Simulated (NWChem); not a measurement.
# CH2BrI (bromoiodomethane): levels of theory compared

Wanted: a comparison of 5 runs (HF/STO-3G, M06-2X/def2-SVP, B2PLYP/def2-SVP, M06-L/def2-SVP, PBE0/def2-SVP) of CH2BrI (bromoiodomethane). 

The calculation is run with NWChem 7.3.0.

## Step 1: The system as given

The species is CH2BrI (5 atoms), meant as a singlet with charge 0. As SMILES, `BrCI`. The coordinates come from a PBE0-D4/def2-TZVP relaxation.

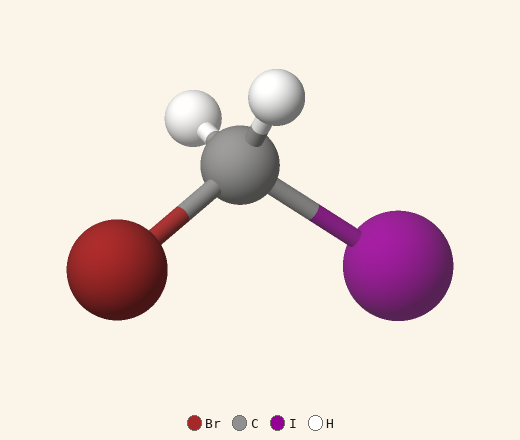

The structure, seen from a chosen angle (bromine red, carbon grey, iodine purple, hydrogen white).

## Step 2: Energy and gradient at HF/STO-3G (run 1)

The input, mymol.nw:

```
start mymol
memory total 2200 mb
charge 0

geometry units angstroms noautosym nocenter noautoz
   Br      -1.807600      -0.091200       0.355300
   C        0.027600       0.081600      -0.181200
   I        1.424400      -0.779400       1.170600
   H        0.257900       1.138200      -0.252900
   H        0.147500      -0.422800      -1.133000
end

basis spherical bse
   * library STO-3G
end

scf
   thresh 1e-08
   maxiter 80
   noprint "final vectors analysis"
end

task scf gradient
```

Started as:

```sh
nwchem mymol.nw > mymol.out
```

What it wrote:

```text
[...]
  functions       =    52
[...]
  wavefunction    = RHF
[...]
         Total SCF energy =  -9433.921705344055
      One-electron energy = -13987.979480760494
      Two-electron energy =   4086.409412137727
 Nuclear repulsion energy =    467.648363278711
        Time for solution =      4.8s
[...]
                         RHF ENERGY GRADIENTS
    atom               coordinates                        gradient
                 x          y          z           x          y          z
   1 Br     -3.415869  -0.172343   0.671420   -0.000687  -0.001572   0.002862
   2 C       0.052156   0.154202  -0.342418    0.006176   0.008680  -0.016044
   3 I       2.691726  -1.472852   2.212113   -0.003184   0.000476  -0.000451
   4 H       0.487360   2.150886  -0.477912   -0.001058  -0.002439   0.007594
   5 H       0.278735  -0.798976  -2.141060   -0.001247  -0.005145   0.006039
[...]
```

Run time: 8.7 s. Hardware: 1 thread of AMD EPYC 9R14 (Zen 4), shared host; peak memory 0.1 GiB.

## Step 3: Energy and gradient at M06-2X/def2-SVP (core potential) (run 2)

The input, ch2bri.xyz:

```xyz
5
CH2BrI gradient
Br    -1.807600    -0.091200     0.355300
C      0.027600     0.081600    -0.181200
I      1.424400    -0.779400     1.170600
H      0.257900     1.138200    -0.252900
H      0.147500    -0.422800    -1.133000
```

The input, run.py:

```python
from ase.io import read
from ase.calculators.nwchem import NWChem

mol = read('ch2bri.xyz')

calc = NWChem(
    label='ch2bri',
    theory='dft',
    memory='2200 mb',
    basis='def2-SVP',
    basispar='spherical bse',
    dft={'xc': 'm06-2x', 'mult': '1', 'grid': 'xfine', 'convergence': 'energy 1e-08', 'iterations': '100', 'mulliken': None, 'print': 'low'},
    **{'ecp bse': {'I library': 'def2-SVP'}},
)
mol.calc = calc

forces = mol.get_forces()
print(f"energy = {mol.get_potential_energy():.6f} eV")
print("forces (eV/A):")
for s, f in zip(mol.symbols, forces):
    print(f"{s:2s} {f[0]:10.5f} {f[1]:10.5f} {f[2]:10.5f}")
```

Started as:

```sh
export ASE_NWCHEM_COMMAND="nwchem PREFIX.nwi > PREFIX.nwo"
python run.py
```

What it wrote:

```text
energy = -79205.637188 eV
forces (eV/A):
Br   -0.09765   -0.00062    0.01373
C    -0.19597   -0.06711    0.13869
I     0.18949   -0.10675    0.16578
H     0.06561    0.27824   -0.05199
H     0.03852   -0.10377   -0.26621
```

The calculator wrote ch2bri.nwi:

```
title "ch2bri"

permanent_dir ch2bri

scratch_dir ch2bri

start ch2bri

geometry units angstrom nocenter noautosym noautoz
  Br -1.8076000000000001e+00 -9.1200000000000003e-02 3.5530000000000000e-01
  C  2.7600000000000000e-02 8.1600000000000006e-02 -1.8120000000000000e-01
  I  1.4244000000000001e+00 -7.7939999999999998e-01 1.1706000000000001e+00
  H  2.5790000000000002e-01 1.1382000000000001e+00 -2.5290000000000001e-01
  H  1.4749999999999999e-01 -4.2280000000000001e-01 -1.1330000000000000e+00
end

memory 2200 mb

basis spherical bse noprint
   * library def2-SVP
end

dft
  xc m06-2x
  mult 1
  grid xfine
  convergence energy 1e-08
  iterations 100
  mulliken
  print low
end
ecp bse
  I library def2-SVP
end

task dft gradient
```

ch2bri.nwo:

```text
Northwest Computational Chemistry Package (NWChem) 7.3.0
             --------------------------------------------------------

           Job information
           ---------------

    nwchem branch   = 7.3.0
    use scalapack   = T
    input           = ch2bri.nwi
    prefix          = ch2bri.
    data base       = ch2bri/ch2bri.db
    status          = startup
    nproc           =        1

           Memory information
           ------------------

[... 5 lines left out ...]
    hardfail = no
[... 39 lines left out ...]
            Nuclear Dipole moment (a.u.)
[... 84 lines left out ...]
         Total DFT energy =    -2910.753502856217
[... 1 line left out ...]
           Coulomb energy =     1622.641174769523
[... 1 line left out ...]
 Nuclear repulsion energy =      262.313288039910
[... 29 lines left out ...]
                         DFT ENERGY GRADIENTS

    atom               coordinates                        gradient
                 x          y          z           x          y          z
   1 Br     -3.415869  -0.172343   0.671420    0.001899   0.000012  -0.000267
   2 C       0.052156   0.154202  -0.342418    0.003811   0.001305  -0.002697
   3 I       2.691726  -1.472852   2.212113   -0.003685   0.002076  -0.003224
   4 H       0.487360   2.150886  -0.477912   -0.001276  -0.005411   0.001011
   5 H       0.278735  -0.798976  -2.141060   -0.000749   0.002018   0.005177

 Task  times  cpu:       29.0s     wall:       29.0s
 Total times  cpu:       29.1s     wall:       29.1s
```

Run time: 30 s. Hardware: 1 thread of AMD EPYC 9R14 (Zen 4), shared host; peak memory 0.14 GiB.

Run 3 isn't shown in full; the table further down has it.

## Step 4: Energy and forces at M06-L/def2-SVP (core potential) (run 4)

The input, run.py:

```python
from ase import Atoms
from ase.calculators.nwchem import NWChem

system = Atoms('BrCIHH', positions=[
    [-1.807600, -0.091200, 0.355300],
    [0.027600, 0.081600, -0.181200],
    [1.424400, -0.779400, 1.170600],
    [0.257900, 1.138200, -0.252900],
    [0.147500, -0.422800, -1.133000],
])

calc = NWChem(
    label='input',
    theory='dft',
    memory='2200 mb',
    basis='def2-SVP',
    basispar='spherical bse',
    dft={'xc': 'm06-l', 'mult': '1', 'grid': 'xfine', 'convergence': 'energy 1e-08', 'iterations': '100', 'mulliken': None},
    **{'ecp bse': {'I library': 'def2-SVP'}},
)
system.calc = calc

forces = system.get_forces()
print(f"energy = {system.get_potential_energy():.6f} eV")
print("forces (eV/A):")
for s, f in zip(system.symbols, forces):
    print(f"{s:2s} {f[0]:10.5f} {f[1]:10.5f} {f[2]:10.5f}")
print("dipole (e A):", system.get_dipole_moment().round(4))
```

Started as:

```sh
export ASE_NWCHEM_COMMAND="nwchem PREFIX.nwi > PREFIX.nwo"
python run.py
```

What it wrote:

```text
energy = -79209.080620 eV
forces (eV/A):
Br   -0.21284    0.02036   -0.00905
C    -0.28071   -0.11436    0.23320
I     0.36453   -0.18044    0.27449
H     0.07929    0.34504   -0.13272
H     0.04978   -0.07065   -0.36592
dipole (e A): [ 0.1227  0.1006 -0.1938]
```

The calculator wrote input.nwi:

```
title "input"

permanent_dir input

scratch_dir input

start input

geometry units angstrom nocenter noautosym noautoz
  Br -1.8076000000000001e+00 -9.1200000000000003e-02 3.5530000000000000e-01
  C  2.7600000000000000e-02 8.1600000000000006e-02 -1.8120000000000000e-01
  I  1.4244000000000001e+00 -7.7939999999999998e-01 1.1706000000000001e+00
  H  2.5790000000000002e-01 1.1382000000000001e+00 -2.5290000000000001e-01
  H  1.4749999999999999e-01 -4.2280000000000001e-01 -1.1330000000000000e+00
end

memory 2200 mb

basis spherical bse noprint
   * library def2-SVP
end

dft
  xc m06-l
  mult 1
  grid xfine
  convergence energy 1e-08
  iterations 100
  mulliken
end
ecp bse
  I library def2-SVP
end

task dft gradient
```

input.nwo:

```text
Northwest Computational Chemistry Package (NWChem) 7.3.0
             --------------------------------------------------------

           Job information
           ---------------

    nwchem branch   = 7.3.0
    use scalapack   = T
    input           = input.nwi
    prefix          = input.
    data base       = input/input.db
    status          = startup
    nproc           =        1

           Memory information
           ------------------

[... 5 lines left out ...]
    hardfail = no
[... 103 lines left out ...]
  convergence criterion.
[... 40 lines left out ...]
          Spatial weights used:  Erf1
[... 32 lines left out ...]
 1-e energy   =   -4674.208476
[... 54 lines left out ...]
           Coulomb energy =     1622.094555181199
[... 662 lines left out ...]
          Convergence on density requested:  1.00D-05
[... 26 lines left out ...]
          total energy or number of iterations.
[... 36 lines left out ...]
                 ----------------------------------------
                 |  Time  |  1-e(secs)   |  2-e(secs)   |
                 ----------------------------------------
                 |  CPU   |       0.02   |       5.74   |
                 ----------------------------------------
                 |  WALL  |       0.02   |       5.74   |
                 ----------------------------------------

 Task  times  cpu:       38.5s     wall:       38.5s
 Total times  cpu:       38.5s     wall:       38.5s
```

It took 40 s on 1 thread of AMD EPYC 9R14 (Zen 4), shared host; peak memory 0.14 GiB.

## Step 5: Energy and gradient at PBE0/def2-SVP (core potential) (run 5)

The input, a.nw:

```
start a
title "CH2BrI"
memory total 2200 mb
geometry units angstroms noautosym nocenter noautoz
 Br    -1.807600    -0.091200     0.355300
 C      0.027600     0.081600    -0.181200
 I      1.424400    -0.779400     1.170600
 H      0.257900     1.138200    -0.252900
 H      0.147500    -0.422800    -1.133000
end
basis spherical bse
 * library def2-SVP
end
ecp bse
 I library def2-SVP
end
dft
 xc pbe0
 grid xfine
 convergence energy 1e-08
 maxiter 100
 mulliken
end
task dft gradient
```

Started as:

```sh
nwchem a.nw > a.out
```

What it wrote:

```text
[...]
          Wavefunction type:  closed shell.
          No. of atoms     :     5
          No. of electrons :    68
[...]
          Charge           :     0
          Spin multiplicity:     1
[...]
          AO basis - number of functions:    82
[...]
              XC Information
              --------------
                         PBE0 Method XC Functional
                     Hartree-Fock (Exact) Exchange  0.250
          PerdewBurkeErnzerhof Exchange Functional  0.750
            Perdew 1991 LDA Correlation Functional  1.000 local
           PerdewBurkeErnz. Correlation Functional  1.000 non-local
[...]
 d= 0,ls=0.0,diis     1  -2910.4144897065 -3.17D+03  1.44D-02  4.89D-01     2.6
[...]
 d= 0,ls=0.0,diis     8  -2910.4794936847 -1.41D-09  1.77D-06  3.72D-08    15.5
         Total DFT energy =    -2910.479493684697
      One electron energy =    -4675.549759107826
           Coulomb energy =     1622.161724571419
    Exchange-Corr. energy =     -119.404747188201
 Nuclear repulsion energy =      262.313288039910
[...]
  wavefunction    = closed shell
                         DFT ENERGY GRADIENTS
    atom               coordinates                        gradient
                 x          y          z           x          y          z
   1 Br     -3.415869  -0.172343   0.671420    0.000941  -0.000293   0.000393
   2 C       0.052156   0.154202  -0.342418    0.005933   0.002556  -0.005180
   3 I       2.691726  -1.472852   2.212113   -0.004138   0.002048  -0.003117
   4 H       0.487360   2.150886  -0.477912   -0.001717  -0.007067   0.001195
   5 H       0.278735  -0.798976  -2.141060   -0.001019   0.002756   0.006710
[...]
```

It took 24 s on 1 thread of AMD EPYC 9R14 (Zen 4), shared host; peak memory 0.14 GiB.

## Step 6: All runs side by side

| run | level | iteration cap | module | energy (Eh) | dipole moment (D) | largest force (eV/Å) | wall time |
| --- | --- | --- | --- | --- | --- | --- | --- |
| 1 | HF/STO-3G | 80 | scf | -9433.921705 | 1.59 | 0.990 | 8.7 s |
| 2 | M06-2X/def2-SVP (core potential) | 100 | dft | -2910.753503 | – | 0.291 | 30 s |
| 3 | B2PLYP/def2-SVP (core potential) | 100 | dft | -2910.082474 | 1.36 | – | 19 s |
| 4 | M06-L/def2-SVP (core potential) | 100 | dft | -2910.880047 | 1.20 | 0.491 | 40 s |
| 5 | PBE0/def2-SVP (core potential) | 100 | dft | -2910.479494 | 1.32 | 0.426 | 24 s |

## Step 7: Results

| quantity | value |
| --- | --- |
| run 5: total energy | -2910.47949 Eh |
| run 5: dipole moment | 1.32 D |
| run 5: HOMO energy | -7.52 eV |
| run 5: LUMO energy | -1.38 eV |
| run 5: HOMO–LUMO gap | 6.14 eV |
| run 5: largest force on an atom | 0.426 eV/Å |

What this shows: Over runs 1, 3, 4, 5 the dipole moment (its size) runs from 1.20 D (M06-L/def2-SVP) to 1.59 D (HF/STO-3G). The two ends differ in method and basis and core potential. Over runs 3, 4, 5 the HOMO–LUMO gap runs from 4.44 eV (M06-L/def2-SVP) to 8.38 eV (B2PLYP/def2-SVP). A double hybrid's value is that of its SCF part. Totals of different functionals can't be ranked against each other. Some runs of one species differ in core potentials or relativity; totals across that change don't compare. In run 1 the basis is minimal, so the values are rough. In run 1 relativity is left out where basis or elements ask for it. All runs together took 2 min, the longest 40 s.
